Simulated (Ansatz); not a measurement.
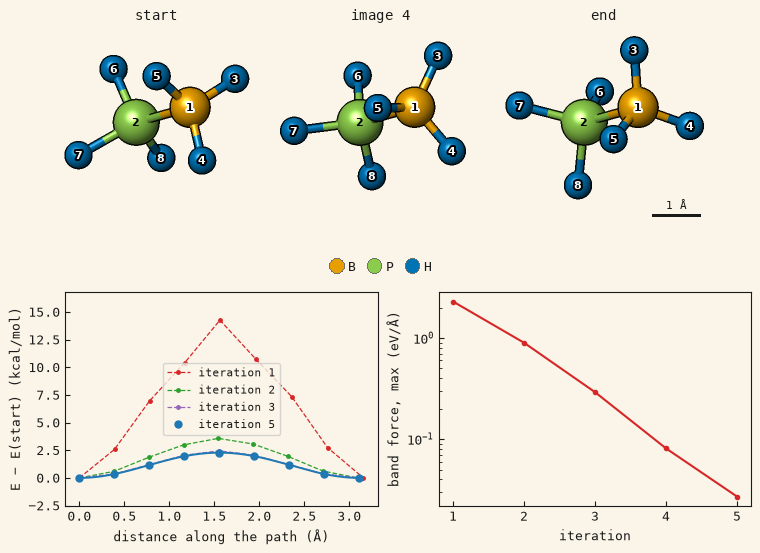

A search for the minimum-energy path of BPH$_{6}$ by the nudged elastic band. Images are numbered from 0 (start) to 8 (end). The plot follows the band through its iterations. Style: ball-and-stick. Shown from a free direction.

Computed with RKS B3LYP-D4/def2-SVP (Ansatz 0.2.0). Set-up: 7 movable images; climbing image; force threshold 0.03 eV/Å; iteration limit 60; starting path through a guess of the saddle point.

Question: How did the profile develop, and is the result final?

Answer: The result is final at these settings. The band converged in 5 iterations. The largest component of the band force went from 2.3 to 0.027 eV/Å. The climbing image converged on the top of the path. Its vibrational analysis gives one imaginary mode (227i cm⁻¹), as a transition state must have. The first iteration put the highest image at 14.26 kcal/mol. The barrier is about 2.28 kcal/mol in both directions, with image 4 at the top; the ends have the same energy.

Cost: 2.1 min on 1 thread of AMD EPYC (Zen 3) (shared host), peak memory 0.12 GiB.
